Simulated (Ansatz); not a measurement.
# NiO2 monolayer (1T): phonons and vibrational spectra, part 2 of 2

Task: relax NiO2 monolayer (1T), then find its harmonic phonons.

Ansatz 0.2.0; DFT LDA, scalar-relativistic, plane waves, PAW.

So far. Step 4 (Tight relaxation): The largest force component left is 0.12 meV/Å, within the tolerances set. Step 5 (Linear response at the zone centre): Before it was imposed, the acoustic sum rule was missed by 3.2e-4 eV/Å² and the charge sum rule by 9.3e-4 e. Small misses are needed for a sound result but don't prove that mesh and cutoff are converged. The lowest optical mode is real, 514 cm⁻¹.

## 6. Response at finite wavevector

Stability and thermal properties need the whole zone. Linear response on a 6×6×1 q mesh gives force constants as far as a supercell of that size would, and the tensors from the zone-centre run are typed in so that the long-range dipole term is interpolated apart.

Input file input.yaml:

```yaml
crystal:
  lattice:
    - [2.7563220846, 0.0, 0.0]
    - [-1.3781610423, 2.3870449463, 0.0]
    - [0.0, 0.0, 28.308]
  atoms:
    - { symbol: Ni, position: [0.0, 0.0, 0.3532570298] }
    - { symbol: O, position: [0.3333333333, 0.6666666667, 0.385796748] }
    - { symbol: O, position: [0.6666666667, 0.3333333333, 0.3207173116] }
  periodic: [true, true, false]
kpoints:
  mp_grid: { grid: [12, 12, 1] }
hamiltonian:
  xc: lda
scf:
  occupations: { method: fixed }
output:
  eigenvalues: true
phonons:
  method: dfpt
  qmesh: [6, 6, 1]
  temperatures: { t_max: 1000, t_step: 50 }
  qpath:
    path:
      - [0.0, 0.0, 0.0]
      - [0.5, 0.0, 0.0]
      - [0.33333333, 0.33333333, 0.0]
      - [0.0, 0.0, 0.0]
    npoints: 10
  isolated: true
  non_analytic_term:
    high_frequency_dielectric_tensor: [[3.1611, 0.0, 0.0], [0.0, 3.1611, 0.0], [0.0, 0.0, 1.1069]]
    born_effective_charges:
      - { species: Ni, tensor: [[3.6294, 0.0, 0.0], [0.0, 3.6294, 0.0], [0.0, 0.0, 0.191]] }
      - { species: O, tensor: [[-1.8147, 0.0, 0.0], [0.0, -1.8147, 0.0], [0.0, 0.0, -0.0955]] }
      - { species: O, tensor: [[-1.8147, 0.0, 0.0], [0.0, -1.8147, 0.0], [0.0, 0.0, -0.0955]] }
    source: "zone-centre run at this cell"
```

On the command line:

```console
$ ansatz run input.yaml --threads 8 --pin off --max-ram 14336MiB --backend cpu --events-out ev --progress --plain --runs-dir out
```

Numbers of over 12 decimals in the logs are rounded to 6 here.

The program printed:

```text
Warning: phonons: the dynamical matrix that this run interpolates holds no multipole term above the dipole-dipole one, and a site of this crystal is no centre of inversion, so its interpolated transverse optical and acoustic branches and sound speeds can stay off near Gamma, and the density of states and the thermodynamics with them. What a run solves at a wave vector of phonons.qpoints, Gamma apart, where the deck admits one, is free of this, and under fd what a larger phonons.supercell samples
[...]
Crystal: 3 atoms, lattice volume = 186.251 Å³
Basis set: ecut = 420 eV, 3641 PW (Γ), exchange–correlation on 40×40×384 points (8 copies of the dense FFT grid, shifted against one another)
Bands: 19, of which v1, the nominal top of the filled ones, is band 15 counted from 1 (14 counted from 0)
Symmetry: 12 space group operations
k-points: 19 of 144 (irreducible under 6 space group operations, time reversal used)
[...]
SCF iter   1: F=—  HF=-6880.989419 eV  |F-HF|=—  |Δ(HF+E_count)|=         —  Δρ=7.05e-3  dr2=5.92e-2  ethr=1.77e-3  ⟨swp⟩=6.4  Hψ=1953  notcnv=0  defer=38
[...]
SCF iter  11: F=-6880.968467 eV  HF=-6880.968467 eV  |F-HF|=3.55e-11  |Δ(HF+E_count)|=  4.82e-11  Δρ=7.96e-8  dr2=4.66e-12  ethr=1.00e-12  ⟨swp⟩=22.6  Hψ=3623  notcnv=0
SCF 1 converged in 11 iterations: F = -6880.968467 eV  dr2 = 4.66e-12
[...]
NSCF: frozen V_eff on 19 k-points
[...]
DFPT response loops at q = (0, 0, 0) (fractional): preconditioner auto → none (the input reference at scf.mixing.eps_inf says where Resta's filter doesn't serve); β = 0.50; Broyden in place of MSR1
[...]
SCF converged after 11 iterations
Free energy (F): -6880.968467 eV
[...]
Internal energy: -6880.968467 eV  (E = F + TS)
E sigma→0 (E₀):  -6880.968467 eV
Fermi energy:    -8.294716 eV
[...]
--- Band table (eV; the first three rows and the last of 19) ---
  k-point 0: bands = [... 11 lower, -9.7573, -9.3648, -9.3648, -8.3490, -5.7925, -5.7925, -0.8039, -0.3347]
  k-point 1: bands = [... 11 lower, -9.5931, -9.4542, -9.2007, -8.2988, -6.0436, -5.8542, -0.5747, -0.1624]
  k-point 2: bands = [... 11 lower, -9.6395, -9.1614, -9.0011, -8.3174, -6.6160, -5.9806, 0.0494, 0.3435]
  k-point 18: bands = [... 11 lower, -11.2245, -10.0760, -8.9435, -8.9435, -6.6271, -6.6271, 6.2412, 6.4797]
--- Phonons (Γ-DFPT): 6 representative perturbations + reference (Σ response iterations 30) ---
  ASR residual: 1.075e-4 → 0.000e0 eV/Å²; symmetrization residual: 3.093e-6 eV/Å²
[...]
ASR residual per site (eV/Å²): 1.08e-4 3.16e-5 3.03e-5
  Γ frequencies (cm⁻¹): 0.00 0.00 0.00 513.81 513.81 588.64 601.01 601.01 674.62
--- Phonons (arbitrary-q DFPT): 7 irreducible q on the 6×6×1 mesh ---
  q = [0.0000, 0.0000, 0.0000] (star 1, of the zone-centre solve; hermiticity 1.78e-7, symmetrization 6.45e-13, taken by the last average 4.55e-8): -0.00 0.00 0.00 513.81 513.81 588.64 601.01 601.01 674.62
  q = [0.0000, 0.1667, 0.0000] (star 6, 9 solved perturbations on 78 of 144 k-point pairs; hermiticity 1.35e-7, symmetrization 6.99e-12, taken by the last average 4.63e-8): 52.56 120.90 191.25 526.50 539.90 591.87 595.89 632.42 661.38
[...]
q = [0.1667, 0.1667, 0.0000] (star 6, 6 solved perturbations in 666 linear systems a pass and spin channel, the states on 144 of 144 k-point pairs; hermiticity 2.29e-7, symmetrization 7.07e-11, taken by the last average 1.34e-8): 127.05 221.94 311.75 547.54 548.76 574.05 605.99 612.90 642.88
[...]
sum rule: each row above includes the acoustic sum rule's correction from the zone centre's row sums; it moved no ω² by more than (0.73 cm⁻¹)²
  mesh force constants: q→R imaginary residual 1.31e-18; ASR residual 1.075e-4 → 0.000e0 eV/Å²; symmetrization residual 2.132e-14 eV/Å²
  interpolated dispersion: 31 rows × 9 modes
  density of states and harmonic sums: on the 30×30×1 q-mesh, interpolated from the force constants of a 6×6×1 supercell (with the dipole–dipole term of supplied tensors)
  largest difference from the sums on the solved wave vectors: F 2.52e-2 eV, S 3.21e-5 and C_V 6.87e-6 eV/K
  zero-point energy: 0.263713 eV/cell   skipped modes (ω ≤ 0): 3   left out of the sums: 3.70e-4 of the cell's modes: C_V's classical limit lies that fraction below 3 k_B per atom; for a crystal, a wire or a layer, F and S can be off by more, and a phonons.interpolated_qmesh denser along its periods is the remedy for the sampling
```

Run time: 3 min. Hardware: 8 threads of Arm Neoverse V2, shared host; peak memory 1.4 GiB.

This step gave:

* sum-rule residual before enforcement: 1.08e-4 eV/Å²
* lowest frequency on the path: 0 cm⁻¹
* highest frequency on the path or at a solved wavevector: 674.6 cm⁻¹
* mean frequency: 472.8 cm⁻¹
* lowest mode on the q mesh (acoustic modes at Γ apart): 52.56 cm⁻¹
* zero-point energy per atom: 87.9 meV
* heat capacity at 300 K: 16.26 J/(mol atoms K)
* vibrational entropy at 300 K: 12.68 J/(mol atoms K)

Frequencies (cm⁻¹) solved at each irreducible wavevector; negative means imaginary. Frequencies by wavevector, by row:

| q in reciprocal lattice units | star | mode 1 | mode 2 | mode 3 | mode 4 | mode 5 | mode 6 | mode 7 | mode 8 | mode 9 |
| --- | --- | --- | --- | --- | --- | --- | --- | --- | --- | --- |
| 0 0 0 | 1 | 0 | 0 | 0 | 513.8 | 513.8 | 588.6 | 601 | 601 | 674.6 |
| 0 0.1667 0 | 6 | 52.6 | 120.9 | 191.2 | 526.5 | 539.9 | 591.9 | 595.9 | 632.4 | 661.4 |
| 0 0.3333 0 | 6 | 166.6 | 239.6 | 358.5 | 521.4 | 537.4 | 585.3 | 585.5 | 615 | 654.3 |
| 0 -0.5 0 | 3 | 242.5 | 308.9 | 457.2 | 469.4 | 484.3 | 594.4 | 599.7 | 604.8 | 648.9 |
| 0.1667 0.1667 0 | 6 | 127 | 221.9 | 311.8 | 547.5 | 548.8 | 574 | 606 | 612.9 | 642.9 |
| 0.1667 0.3333 0 | 12 | 218.9 | 328.1 | 423.9 | 498.5 | 520.8 | 584.2 | 605.6 | 616.1 | 627.9 |
| 0.3333 0.3333 0 | 2 | 241.9 | 413.6 | 413.6 | 513.5 | 513.5 | 557.4 | 616 | 616 | 617.7 |

Interpolated from a 6×6×1 q mesh, with the LO-TO term (at Γ the limit along the path; where Γ stands inside the path, tables give the limit on arrival). The phonon branches at the labelled points (cm⁻¹):

| point | branch 1 | branch 2 | branch 3 | branch 4 | branch 5 | branch 6 | branch 7 | branch 8 | branch 9 |
| --- | --- | --- | --- | --- | --- | --- | --- | --- | --- |
| Γ | 0 | 0 | 0 | 514 | 514 | 589 | 601 | 601 | 675 |
| M | 242 | 309 | 457 | 469 | 484 | 594 | 600 | 605 | 649 |
| K | 242 | 414 | 414 | 514 | 514 | 557 | 616 | 616 | 618 |
| Γ | 0 | 0 | 0 | 514 | 514 | 589 | 601 | 601 | 675 |

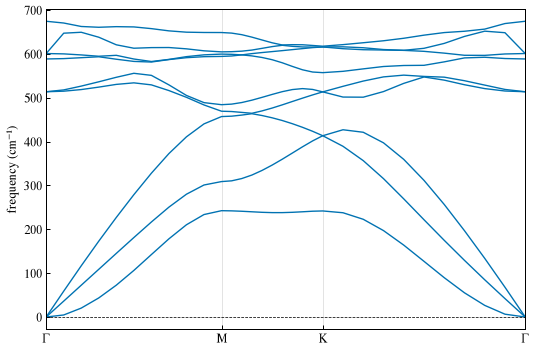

Phonon branches along the path.

The phonon density of states has structure finer than the step of the table below, so its rows give means over 50 cm⁻¹, whole bins alone (the curve runs from 5 to 675 cm⁻¹). Peaks (cm⁻¹: height): 235.0: 0.0232, 535.0: 0.0372, 595.0: 0.0733, 615.0: 0.0793, 645.0: 0.0333.

Tetrahedra on a 30×30×1 mesh, mean over bins of 10 cm-1. Interpolated from a 6×6×1 q mesh. Phonon density of states against wavenumber; means over each step:

| wavenumber (cm⁻¹) | phonon density of states (1/cm⁻¹/cell) |
| --- | --- |
| 50 | 0.00310 |
| 100 | 0.00454 |
| 150 | 0.00622 |
| 200 | 0.00933 |
| 250 | 0.0102 |
| 300 | 0.00763 |
| 350 | 0.00631 |
| 400 | 0.00613 |
| 450 | 0.00633 |
| 500 | 0.0198 |
| 550 | 0.0239 |
| 600 | 0.0547 |
| 650 | 0.0207 |

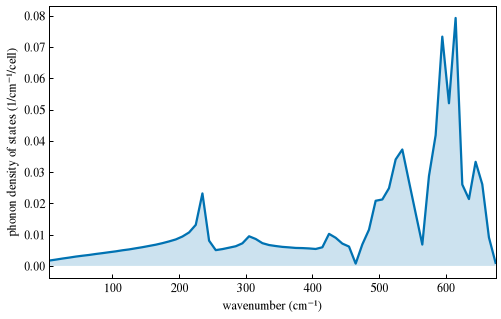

Phonon density of states, plotted against wavenumber.

The partial phonon density of states has structure finer than the step of the table below, so its rows give means over 25 cm⁻¹, whole bins alone (the curve runs from -10 to 705 cm⁻¹). Peaks (cm⁻¹: height): Ni 192.3: 0.00667, 237.3: 0.0131, 286.7: 0.00698, 313.7: 0.008, 349.7: 0.00537, 430.6: 0.00686, 592.5: 0.0128; O 534.0: 0.0336, 610.4: 0.0657.

Phonopy on the run's constants, 21x21x1 mesh, Gaussian sigma 5.1 cm-1. Interpolated from a 6×6×1 q mesh. Table of partial phonon density of states by wavenumber; means over each step; values in 1/cm⁻¹/cell:

| wavenumber (cm⁻¹) | Ni | O |
| --- | --- | --- |
| 25 | 0.00145 | 8.3e-4 |
| 50 | 0.00202 | 0.00117 |
| 75 | 0.00213 | 0.00126 |
| 100 | 0.00309 | 0.00180 |
| 125 | 0.00328 | 0.00193 |
| 150 | 0.00415 | 0.00240 |
| 175 | 0.00420 | 0.00236 |
| 200 | 0.00591 | 0.00317 |
| 225 | 0.00994 | 0.00480 |
| 250 | 0.00631 | 0.00301 |
| 275 | 0.00380 | 0.00190 |
| 300 | 0.00520 | 0.00225 |
| 325 | 0.00542 | 0.00234 |
| 350 | 0.00458 | 0.00208 |
| 375 | 0.00389 | 0.00186 |
| 400 | 0.00354 | 0.00189 |
| 425 | 0.00544 | 0.00290 |
| 450 | 0.00342 | 0.00288 |
| 475 | 0.00185 | 0.00516 |
| 500 | 0.00167 | 0.0187 |
| 525 | 0.00170 | 0.0301 |
| 550 | 0.00137 | 0.0207 |
| 575 | 0.00723 | 0.0199 |
| 600 | 0.0109 | 0.0530 |
| 625 | 0.00776 | 0.0329 |
| 650 | 0.00743 | 0.0153 |
| 675 | 0.00158 | 0.00292 |

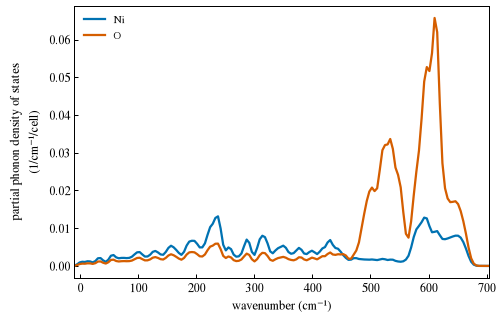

Partial phonon density of states against wavenumber.

Harmonic thermodynamic functions per atom, from the density of states. Interpolated from a 6×6×1 q mesh. Thermodynamic functions, by row:

| T (K) | F_vib (meV/atom) | S (J/mol-atom/K) | C_V (J/mol-atom/K) |
| --- | --- | --- | --- |
| 0 | 87.9 | 0 | 0 |
| 100 | 86.88 | 2.453 | 3.752 |
| 200 | 82.03 | 7.171 | 10.82 |
| 300 | 71.75 | 12.68 | 16.26 |
| 400 | 55.89 | 17.82 | 19.34 |
| 500 | 35.02 | 22.35 | 21.11 |
| 600 | 9.76 | 26.3 | 22.17 |
| 700 | -19.33 | 29.77 | 22.86 |
| 800 | -51.81 | 32.85 | 23.32 |
| 900 | -87.32 | 35.62 | 23.64 |
| 1000 | -125.6 | 38.12 | 23.88 |

Symmetry leaves 7 wavevectors to solve. The lowest mode among them, the acoustic zeros apart, lies at q = (0, 0.167, 0) and is real, 52.6 cm⁻¹.

## 7. Another isotope, element Ni, natural mass 58.6934 amu

An isotope changes the mass and not the force constants, so no new electronic calculation is needed; the shifts show which modes move this element.

The same force constants with the mass of Ni changed from 58.693 to 63.928 u (phonopy, no LO-TO term). Both lists are sorted by frequency; levels can cross, so a row need not hold one and the same mode. Modes under 3 cm⁻¹ are left out. Isotope shifts, by row:

| q | rank | natural mass (cm⁻¹) | changed mass (cm⁻¹) |
| --- | --- | --- | --- |
| 0 0 0 | 4 | 513.8 | 513.8 |
| 0 0 0 | 5 | 513.8 | 513.8 |
| 0 0 0 | 6 | 588.6 | 588.6 |
| 0 0 0 | 7 | 601 | 592.3 |
| 0 0 0 | 8 | 601 | 592.3 |
| 0 0 0 | 9 | 674.6 | 664.8 |
| 0 0.1667 0 | 1 | 52.56 | 51.15 |
| 0 0.1667 0 | 2 | 120.9 | 117.6 |
| 0 0.1667 0 | 3 | 191.2 | 186 |
| 0 0.1667 0 | 4 | 526.5 | 526.5 |
| 0 0.1667 0 | 5 | 539.9 | 539.5 |
| 0 0.1667 0 | 6 | 591.9 | 583.2 |
| 0 0.1667 0 | 7 | 595.9 | 595.3 |
| 0 0.1667 0 | 8 | 632.4 | 623.4 |
| 0 0.1667 0 | 9 | 661.4 | 651.8 |
| 0 0.3333 0 | 1 | 166.6 | 162 |
| 0 0.3333 0 | 2 | 239.6 | 232.8 |
| 0 0.3333 0 | 3 | 358.5 | 349 |
| 0 0.3333 0 | 4 | 521.4 | 520.3 |
| 0 0.3333 0 | 5 | 537.4 | 532.7 |
| 0 0.3333 0 | 6 | 585.3 | 578.8 |
| 0 0.3333 0 | 7 | 585.5 | 580.8 |
| 0 0.3333 0 | 8 | 615 | 614.7 |
| 0 0.3333 0 | 9 | 654.3 | 645.3 |
| 0 -0.5 0 | 1 | 242.5 | 234.9 |
| 0 -0.5 0 | 2 | 308.9 | 298.8 |
| 0 -0.5 0 | 3 | 457.2 | 452.6 |
| 0 -0.5 0 | 4 | 469.4 | 457.2 |
| 0 -0.5 0 | 5 | 484.3 | 484.3 |
| 0 -0.5 0 | 6 | 594.4 | 588.8 |
| 0 -0.5 0 | 7 | 599.7 | 595.8 |
| 0 -0.5 0 | 8 | 604.8 | 604.8 |
| 0 -0.5 0 | 9 | 648.9 | 641.9 |

A mode of this element alone would shift by -4.18 %. The highest zone-centre frequency without the field goes from 674.6 to 664.8 cm⁻¹ (-1.5 %). The product of the frequency ratios over all optical modes at Γ is 0.957; the product rule, (m/m′)^(3k/2) (M′/M)^(3/2) with k = 1 such atoms and M the mass of the cell, gives 0.957.

## 8. Isotope substitution, element O, natural mass 15.999 amu

The same for O, from 16.00 to 18.00 u.

The same force constants with the mass of O changed from 15.999 to 17.999 u (phonopy, no LO-TO term). Both lists are sorted by frequency; levels can cross, so a row need not hold one and the same mode. Modes under 3 cm⁻¹ are left out. Isotope shifts, by row:

| q | rank | natural mass (cm⁻¹) | changed mass (cm⁻¹) |
| --- | --- | --- | --- |
| 0 0 0 | 4 | 513.8 | 484.4 |
| 0 0 0 | 5 | 513.8 | 484.4 |
| 0 0 0 | 6 | 588.6 | 555 |
| 0 0 0 | 7 | 601 | 579 |
| 0 0 0 | 8 | 601 | 579 |
| 0 0 0 | 9 | 674.6 | 649.9 |
| 0 0.1667 0 | 1 | 52.56 | 51.37 |
| 0 0.1667 0 | 2 | 120.9 | 118.3 |
| 0 0.1667 0 | 3 | 191.2 | 187 |
| 0 0.1667 0 | 4 | 526.5 | 496.4 |
| 0 0.1667 0 | 5 | 539.9 | 509.4 |
| 0 0.1667 0 | 6 | 591.9 | 562.2 |
| 0 0.1667 0 | 7 | 595.9 | 570.4 |
| 0 0.1667 0 | 8 | 632.4 | 609.4 |
| 0 0.1667 0 | 9 | 661.4 | 637.2 |
| 0 0.3333 0 | 1 | 166.6 | 162.9 |
| 0 0.3333 0 | 2 | 239.6 | 234.7 |
| 0 0.3333 0 | 3 | 358.5 | 349.7 |
| 0 0.3333 0 | 4 | 521.4 | 492.8 |
| 0 0.3333 0 | 5 | 537.4 | 512.1 |
| 0 0.3333 0 | 6 | 585.3 | 559.2 |
| 0 0.3333 0 | 7 | 585.5 | 562.1 |
| 0 0.3333 0 | 8 | 615 | 580.7 |
| 0 0.3333 0 | 9 | 654.3 | 630.2 |
| 0 -0.5 0 | 1 | 242.5 | 238.4 |
| 0 -0.5 0 | 2 | 308.9 | 304.3 |
| 0 -0.5 0 | 3 | 457.2 | 431.1 |
| 0 -0.5 0 | 4 | 469.4 | 456.6 |
| 0 -0.5 0 | 5 | 484.3 | 464 |
| 0 -0.5 0 | 6 | 594.4 | 568.9 |
| 0 -0.5 0 | 7 | 599.7 | 570.2 |
| 0 -0.5 0 | 8 | 604.8 | 571.1 |
| 0 -0.5 0 | 9 | 648.9 | 623 |

A mode of this element alone would shift by -5.72 %. The highest zone-centre frequency without the field goes from 674.6 to 649.9 cm⁻¹ (-3.7 %). The product of the frequency ratios over all optical modes at Γ is 0.749; the product rule, (m/m′)^(3k/2) (M′/M)^(3/2) with k = 2 such atoms and M the mass of the cell, gives 0.749.

## 9. Summary of results

| Property | Result |
| --- | --- |
| space group after relaxation (within 0.01 Å) | P-3m1 |
| area per atom | 2.19 Å² |
| gap on the k-mesh | 1.29 eV |
| highest optical mode at the zone centre (no LO-TO term) | 675 cm⁻¹ |
| lowest optical zone-centre mode | 514 cm⁻¹ |
| largest Born charge (third of the trace) | 2.48 e |
| lowest mode on the q mesh (acoustic modes at Γ apart) | 52.6 cm⁻¹ |
| highest frequency on the path or at a solved wavevector | 675 cm⁻¹ |
| zero-point energy per atom | 87.9 meV |
| heat capacity at 300 K | 16.3 J/(mol atoms K) |
| vibrational entropy at 300 K | 12.7 J/(mol atoms K) |
| imaginary modes on the 6×6×1 q mesh | none |

What this shows: The structure is a minimum as far as tested: no mode is imaginary at the 7 irreducible wavevectors of the 6×6×1 mesh, and the softest away from the acoustic zeros lies at 53 cm⁻¹. Without the field, the optical modes at Γ span 514 to 675 cm⁻¹. The highest mode in this list at Γ, 674.6 cm⁻¹, has its largest share on O (65 % of the kinetic energy). The strongest infrared line is at 601 cm⁻¹. Averaged over orientations, the strongest Raman line at 532 nm and 300 K is at 514 cm⁻¹. The tensors are the static, non-resonant ones, while 532 nm light (2.33 eV) lies above the computed gap. In a sheet or slab the interpolated bending branch near Γ is rough, since the rotational sum rule isn't imposed. Dielectric tensors refer to the cell with its vacuum. The starting cell was built on a prototype and not taken from a measurement. These are harmonic frequencies at zero temperature: anharmonic shifts, linewidths and thermal expansion are left out.

[Logs are printed without paths, hosts, clocks, repeated set-up lines and the standing remarks that a program may print on its own settings, such as how far it seeks lower states.]

[Hosts, paths, dates, database ids (printed as entryN), source tags and the programs' standing remarks are cut or masked in the printed files.]
